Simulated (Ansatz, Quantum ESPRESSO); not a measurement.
# KZnI3 (Pm-3m): zone-centre phonons

Which modes does KZnI3 (Pm-3m) have at the zone centre?

Program: Quantum ESPRESSO 8.0 development, patched. Level of theory: DFT LDA, scalar-relativistic, plane waves, PseudoDojo norm-conserving pseudopotentials. Results are calculated unless marked as measured.

The structure was built from a prototype and need not be the compound's stable phase.

### Step 1. Set-up

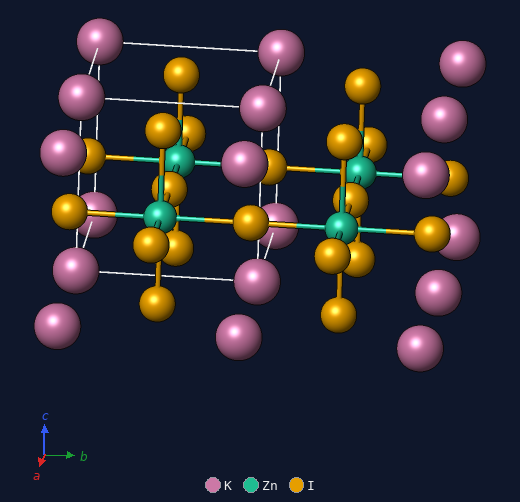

The cell as given, slightly off an axis (potassium pink, zinc teal, iodine orange). 2×2×1 cells are drawn. Some periodic images of atoms are drawn too.

### Step 2. A first look

Before anything dear is run, a loose run with smearing shows whether this is a metal and how far the cell is from rest.

Input file probe.in:

```
&CONTROL
  calculation = 'scf'
  prefix      = 'x'
  outdir      = './tmp'
  pseudo_dir  = './pseudo'
  tprnfor     = .true.
  tstress     = .true.
  verbosity   = 'high'
/
&SYSTEM
  ibrav       = 0
  nat         = 5
  ntyp        = 3
  ecutwfc     = 84.0
  occupations = 'smearing'
  smearing    = 'gaussian'
  degauss     = 0.01
/
&ELECTRONS
  conv_thr         = 1.0d-07
  mixing_beta      = 0.7
  electron_maxstep = 100
/
ATOMIC_SPECIES
 K      39.0983  K.upf
 Zn     65.3800  Zn.upf
 I     126.9045  I.upf
CELL_PARAMETERS angstrom
     5.703600000    0.000000000    0.000000000
     0.000000000    5.703600000    0.000000000
     0.000000000    0.000000000    5.703600000
ATOMIC_POSITIONS crystal
 K      0.000000000   0.000000000   0.000000000
 Zn     0.500000000   0.500000000   0.500000000
 I      0.500000000   0.500000000   0.000000000
 I      0.500000000   0.000000000   0.500000000
 I      0.000000000   0.500000000   0.500000000
K_POINTS automatic
 4 4 4 0 0 0
```

Started as:

```
$ OMP_NUM_THREADS=1 mpirun -n 4 pw.x -nk 4 -in probe.in > probe.out
```

Output:

```text
[banners, grids, parts of the stress and lines that vanish by symmetry left out]
Program PWSCF v.8.0dev
     WARNING: in Zn.upf r*V + 2Z of the local potential grows by 2.5E-04 Ry bohr beyond 6 bohr.
     This is noise, and it is removed from  9.08 to  12.95 bohr, as mend_local_tail asks.
[...]
kinetic-energy cutoff     =      84.0000  Ry
     charge density cutoff     =     336.0000  Ry
     scf convergence threshold =      1.0E-07
[...]
Exchange-correlation= SLA-PW-NOGX-NOGC
                           (   1   4   0   0   0   0   0)
[...]
48 Sym. Ops., with inversion, found
[...]
(     0          1          0      )
                  (     0          0          1      )
[...]
(  0.0000000  1.0000000  0.0000000 )
                  (  0.0000000  0.0000000  1.0000000 )
[...]
(  0.0000000  1.0000000  0.0000000 )
[...]
number of k points=    10  Gaussian smearing, width (Ry)=  0.0100
[...]
c_bands:  1 eigenvalues not converged
[...]
End of self-consistent calculation
[...]
the Fermi energy is     3.5719 ev
!    total energy              =    -556.04467711 Ry
[...]
convergence has been achieved in   6 iterations
[...]
atom    1 type  1   force =     0.00000000    0.00000000    0.00000000
     atom    2 type  2   force =     0.00000000    0.00000000    0.00000000
     atom    3 type  3   force =     0.00000000    0.00000000    0.00000000
     atom    4 type  3   force =     0.00000000    0.00000000    0.00000000
     atom    5 type  3   force =     0.00000000    0.00000000    0.00000000
[...]
Total force =     0.000000     Total SCF correction =     0.000000
[...]
total   stress  (Ry/bohr**3)                   (kbar)     P=      -21.05
[...]
XML data file, charge density, pseudopotentials, collected wavefunctions

   JOB DONE.
```

Wall time 18 s (4 MPI ranks of Arm Neoverse V1, shared host); 72 s of CPU time.

Read from the output:

- volume per atom: 37.11 Å³
- pressure: -2.105 GPa
- gap on the k-mesh: 0 eV

No gap opens on this mesh, so smearing is kept; the start stands at -2.1 GPa.

### Step 3. Relaxing the cell and atoms

The relaxation runs at a cutoff a fifth above that of the response, since stress converges more slowly with the basis than frequencies do. Forces and stress are brought to rest with tight thresholds.

Input file relax.in:

```
&CONTROL
  calculation   = 'vc-relax'
  prefix        = 'x'
  outdir        = './tmp'
  pseudo_dir    = './pseudo'
  tprnfor       = .true.
  tstress       = .true.
  forc_conv_thr = 2.0d-05
  etot_conv_thr = 1.0d-07
  nstep         = 40
/
&SYSTEM
  ibrav       = 0
  nat         = 5
  ntyp        = 3
  ecutwfc     = 101
  occupations = 'smearing'
  smearing    = 'mv'
  degauss     = 0.02
/
&ELECTRONS
  conv_thr         = 1.0d-11
  mixing_beta      = 0.7
  electron_maxstep = 100
/
&IONS
/
&CELL
  press_conv_thr = 0.2
/
ATOMIC_SPECIES
 K      39.0983  K.upf
 Zn     65.3800  Zn.upf
 I     126.9045  I.upf
CELL_PARAMETERS angstrom
     5.703600000    0.000000000    0.000000000
     0.000000000    5.703600000    0.000000000
     0.000000000    0.000000000    5.703600000
ATOMIC_POSITIONS crystal
 K      0.000000000   0.000000000   0.000000000
 Zn     0.500000000   0.500000000   0.500000000
 I      0.500000000   0.500000000   0.000000000
 I      0.500000000   0.000000000   0.500000000
 I      0.000000000   0.500000000   0.500000000
K_POINTS automatic
 6 6 6 0 0 0
```

Started as:

```
$ OMP_NUM_THREADS=1 mpirun -n 4 pw.x -nk 4 -in relax.in > relax.out
```

Output:

```text
[banners, grids, parts of the stress and lines that vanish by symmetry left out]
[banner, memory and clock lines left out]
Program PWSCF v.8.0dev

[...]
kinetic-energy cutoff     =     101.0000  Ry
     charge density cutoff     =     404.0000  Ry
     scf convergence threshold =      1.0E-11
[...]
energy convergence thresh.=      1.0E-07
     force convergence thresh. =      2.0E-05
     press convergence thresh. =      2.0E-01
     Exchange-correlation= SLA-PW-NOGX-NOGC
                           (   1   4   0   0   0   0   0)
[...]
48 Sym. Ops., with inversion, found
[...]
number of k points=    20  Marzari-Vanderbilt smearing, width (Ry)=  0.0200
[...]
c_bands:  1 eigenvalues not converged
     c_bands: 3 eigenvalues not converged on the other pools
[...]
End of self-consistent calculation
[...]
the Fermi energy is     3.4335 ev
!    total energy              =    -556.04156935 Ry
[...]
convergence has been achieved in   9 iterations
[...]
atom    1 type  1   force =     0.00000000    0.00000000    0.00000000
     atom    2 type  2   force =     0.00000000    0.00000000    0.00000000
     atom    3 type  3   force =     0.00000000    0.00000000    0.00000000
     atom    4 type  3   force =     0.00000000    0.00000000    0.00000000
     atom    5 type  3   force =     0.00000000    0.00000000    0.00000000
     Total force =     0.000000     Total SCF correction =     0.000000
[...]
total   stress  (Ry/bohr**3)                   (kbar)     P=      -21.39
[...]
number of bfgs steps    =   0
[...]
CELL_PARAMETERS (angstrom)
[...]
ATOMIC_POSITIONS (crystal)
K                0.0000000000        0.0000000000        0.0000000000
Zn               0.5000000000        0.5000000000        0.5000000000
I                0.5000000000        0.5000000000        0.0000000000
I                0.5000000000        0.0000000000        0.5000000000
[...]
New effective cutoffs (rho, wfc):  406.67  101.73
[...]
End of self-consistent calculation
[...]
the Fermi energy is     3.5456 ev
!    total energy              =    -556.04345284 Ry
[...]
convergence has been achieved in   7 iterations
[...]
atom    1 type  1   force =     0.00000000    0.00000000    0.00000000
     atom    2 type  2   force =     0.00000000    0.00000000    0.00000000
     atom    3 type  3   force =     0.00000000    0.00000000    0.00000000
     atom    4 type  3   force =     0.00000000    0.00000000    0.00000000
     atom    5 type  3   force =     0.00000000    0.00000000    0.00000000
     Total force =     0.000000     Total SCF correction =     0.000000
[...]
total   stress  (Ry/bohr**3)                   (kbar)     P=      -19.32
[...]
number of bfgs steps    =   1
[...]
WARNING: bfgs curvature condition failed, Theta= 0.892
[...]
CELL_PARAMETERS (angstrom)
[...]
ATOMIC_POSITIONS (crystal)
[...]
New effective cutoffs (rho, wfc):  411.16  102.86
[...]
End of self-consistent calculation
[...]
the Fermi energy is     3.7168 ev
!    total energy              =    -556.04588293 Ry
[...]
convergence has been achieved in   9 iterations
[...]
atom    1 type  1   force =     0.00000000    0.00000000    0.00000000
     atom    2 type  2   force =     0.00000000    0.00000000    0.00000000
[...]
total   stress  (Ry/bohr**3)                   (kbar)     P=      -10.34
[...]
number of bfgs steps    =   3
[...]
CELL_PARAMETERS (angstrom)
[...]
ATOMIC_POSITIONS (crystal)
[...]
New effective cutoffs (rho, wfc):  428.67  107.24
[...]
End of self-consistent calculation
[...]
the Fermi energy is     4.3944 ev
!    total energy              =    -556.05022510 Ry
[...]
convergence has been achieved in   8 iterations
[...]
Total force =     0.000000     Total SCF correction =     0.000000
[...]
total   stress  (Ry/bohr**3)                   (kbar)     P=       -0.34
[...]
number of bfgs steps    =   4
[...]
CELL_PARAMETERS (angstrom)
[...]
ATOMIC_POSITIONS (crystal)
[...]
New effective cutoffs (rho, wfc):  429.03  107.33
[...]
End of self-consistent calculation
[...]
the Fermi energy is     4.4085 ev
!    total energy              =    -556.05022665 Ry
[...]
convergence has been achieved in   6 iterations
[...]
Total force =     0.000000     Total SCF correction =     0.000000
[...]
total   stress  (Ry/bohr**3)                   (kbar)     P=        0.03
[...]
number of bfgs steps    =   5
[...]
CELL_PARAMETERS (angstrom)
[...]
ATOMIC_POSITIONS (crystal)
[...]
New effective cutoffs (rho, wfc):  429.00  107.32
[...]
End of self-consistent calculation
[...]
the Fermi energy is     4.4075 ev
!    total energy              =    -556.05022666 Ry
[...]
convergence has been achieved in   5 iterations
[...]
atom    3 type  3   force =     0.00000000    0.00000000    0.00000000
     atom    4 type  3   force =     0.00000000    0.00000000    0.00000000
     atom    5 type  3   force =     0.00000000    0.00000000    0.00000000
     Total force =     0.000000     Total SCF correction =     0.000000
[...]
total   stress  (Ry/bohr**3)                   (kbar)     P=       -0.00
[...]
bfgs converged in   7 scf cycles and   6 bfgs steps
[...]
End of BFGS Geometry Optimization
     Final enthalpy           =    -556.0502266576 Ry
     File ./tmp/x.bfgs deleted, as requested
[...]
CELL_PARAMETERS (angstrom)
[...]
ATOMIC_POSITIONS (crystal)
[...]
I                0.5000000000        0.0000000000        0.5000000000
I                0.0000000000        0.5000000000        0.5000000000
[...]
Final scf calculation at the relaxed structure.
[...]
kinetic-energy cutoff     =     101.0000  Ry
     charge density cutoff     =     404.0000  Ry
     scf convergence threshold =      1.0E-13
[...]
press convergence thresh. =      2.0E-01
     Exchange-correlation= SLA-PW-NOGX-NOGC
                           (   1   4   0   0   0   0   0)
[...]
48 Sym. Ops., with inversion, found
[...]
number of k points=    20  Marzari-Vanderbilt smearing, width (Ry)=  0.0200
[...]
c_bands:  2 eigenvalues not converged
     c_bands: 3 eigenvalues not converged on the other pools
[...]
End of self-consistent calculation
[...]
the Fermi energy is     4.4075 ev
!    total energy              =    -556.05022281 Ry
[...]
convergence has been achieved in  10 iterations
[...]
atom    1 type  1   force =     0.00000000    0.00000000    0.00000000
     atom    2 type  2   force =     0.00000000    0.00000000    0.00000000
     atom    3 type  3   force =     0.00000000    0.00000000    0.00000000
     atom    4 type  3   force =     0.00000000    0.00000000    0.00000000
     atom    5 type  3   force =     0.00000000    0.00000000    0.00000000
     Total force =     0.000000     Total SCF correction =     0.000000
[...]
total   stress  (Ry/bohr**3)                   (kbar)     P=        0.01
[...]
XML data file, charge density, pseudopotentials, collected wavefunctions
```

Run time: 7.2 min. Hardware: 4 MPI ranks; 29 min of CPU time.

Relaxation path:

| step | energy less that of the first step (eV) | largest force (eV/Å) | pressure (GPa) | volume (Å³) |
| --- | --- | --- | --- | --- |
| 1 | 0.0000 | 0.0000 | -2.14 | 185.54 |
| 2 | -0.0256 | 0.0000 | -1.93 | 183.53 |
| 3 | -0.0587 | 0.0000 | -1.60 | 180.53 |
| 4 | -0.0953 | 0.0000 | -1.03 | 176.10 |
| 5 | -0.1178 | 0.0000 | -0.03 | 169.59 |
| 6 | -0.1178 | 0.0000 | 0.00 | 169.37 |
| 7 | -0.1178 | 0.0000 | 0.00 | 169.39 |
| 8 | -0.1177 | 0.0000 | 0.00 | 169.39 |

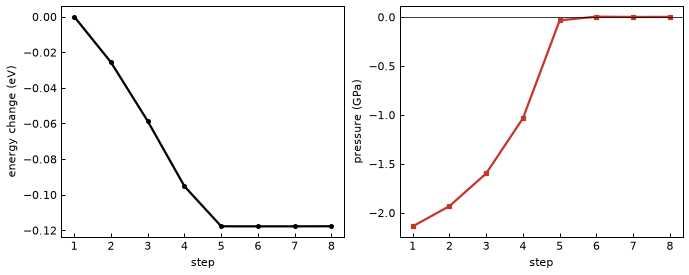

Energy and pressure along the relaxation.

| conventional cell, symmetrised | before | after | change |
| --- | --- | --- | --- |
| a (Å) | 5.704 | 5.533 | -3.0 % |
| b (Å) | 5.704 | 5.533 | -3.0 % |
| c (Å) | 5.704 | 5.533 | -3.0 % |
| volume (Å³/atom) | 37.11 | 33.88 | -8.7 % |

The last row of the table of steps is pw.x's closing run on a basis chosen anew for the final cell, so its energy can jump.

This step gave:

```yaml
volume_per_atom: 33.88 Å³
pressure: 0.001 GPa
```

The volume changes by -8.7 % from the cell with which this run began.

### Step 4. Self-consistent run for the response

The response is built on this ground state, so it is converged far tighter than an energy would need. Smearing stays on, as the first look found no gap above 0.3 eV.

Input file scf.in:

```
&CONTROL
  calculation = 'scf'
  prefix      = 'x'
  outdir      = './tmp'
  pseudo_dir  = './pseudo'
  tprnfor     = .true.
  tstress     = .true.
/
&SYSTEM
  ibrav       = 0
  nat         = 5
  ntyp        = 3
  ecutwfc     = 84.0
  occupations = 'smearing'
  smearing    = 'mv'
  degauss     = 0.02
/
&ELECTRONS
  conv_thr         = 1.0d-12
  mixing_beta      = 0.7
  electron_maxstep = 100
/
ATOMIC_SPECIES
 K      39.0983  K.upf
 Zn     65.3800  Zn.upf
 I     126.9045  I.upf
CELL_PARAMETERS angstrom
     5.533001359    0.000000000    0.000000000
     0.000000000    5.533001359    0.000000000
     0.000000000    0.000000000    5.533001359
ATOMIC_POSITIONS crystal
 K      0.000000000   0.000000000   0.000000000
 Zn     0.500000000   0.500000000   0.500000000
 I      0.500000000   0.500000000   0.000000000
 I      0.500000000   0.000000000   0.500000000
 I      0.000000000   0.500000000   0.500000000
K_POINTS automatic
 6 6 6 0 0 0
```

Started as:

```
$ OMP_NUM_THREADS=1 mpirun -n 4 pw.x -nk 4 -in scf.in > scf.out
```

Output:

```text
[banners, grids, parts of the stress and lines that vanish by symmetry left out]
[banner, memory and clock lines left out]
Program PWSCF v.8.0dev

[...]
kinetic-energy cutoff     =      84.0000  Ry
     charge density cutoff     =     336.0000  Ry
     scf convergence threshold =      1.0E-12
[...]
Exchange-correlation= SLA-PW-NOGX-NOGC
                           (   1   4   0   0   0   0   0)
[...]
48 Sym. Ops., with inversion, found
[...]
number of k points=    20  Marzari-Vanderbilt smearing, width (Ry)=  0.0200
[...]
c_bands:  2 eigenvalues not converged
     c_bands: 3 eigenvalues not converged on the other pools
[...]
End of self-consistent calculation
[...]
the Fermi energy is     4.4076 ev
!    total energy              =    -556.05013500 Ry
[...]
convergence has been achieved in  10 iterations
[...]
atom    1 type  1   force =     0.00000000    0.00000000    0.00000000
     atom    2 type  2   force =     0.00000000    0.00000000    0.00000000
     atom    3 type  3   force =     0.00000000    0.00000000    0.00000000
     atom    4 type  3   force =     0.00000000    0.00000000    0.00000000
     atom    5 type  3   force =     0.00000000    0.00000000    0.00000000
     Total force =     0.000000     Total SCF correction =     0.000000
[...]
total   stress  (Ry/bohr**3)                   (kbar)     P=       -0.06
[...]
XML data file, charge density, pseudopotentials, collected wavefunctions
```

The job ended after 41 s (4 MPI ranks).

Numbers from this step:

- pressure: -0.006000 GPa

The cell stands at -0.0060 GPa, close enough for phonons.

(Continued in part 2 of 3.)

[Host names and launcher messages were left out of these logs when they were recorded.]

[Logs are printed without paths, hosts, clocks, repeated set-up lines and the standing remarks that a program may print on its own settings, such as how far it seeks lower states.]

[Hosts, paths, dates, database ids (printed as entryN), source tags and the programs' standing remarks are cut or masked in the printed files.]
